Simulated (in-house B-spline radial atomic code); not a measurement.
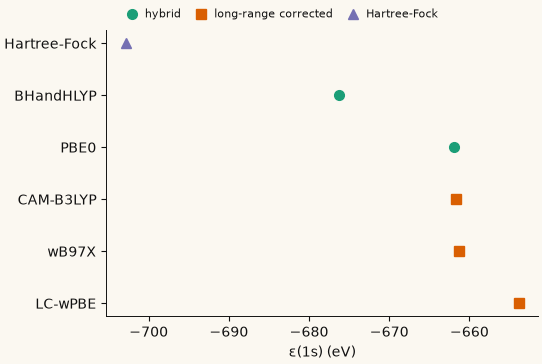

F⁻ (Z = 9, 10 electrons) in the configuration [Ne]. All runs are non-relativistic, spin-polarised and spherical, computed with an in-house B-spline radial code. Hartree-Fock is the average over the configuration. The plot shows the eigenvalue (eV) of the 1s orbital by 6 methods.

Q: How much do the methods differ, and in which order?

A: The deepest is Hartree-Fock (−702.9) and the shallowest LC-wPBE (−653.9), a spread of 49.0 eV. In order (eV): Hartree-Fock (−702.9), BHandHLYP (−676.3), PBE0 (−662.0), CAM-B3LYP (−661.7), wB97X (−661.3), LC-wPBE (−653.9).
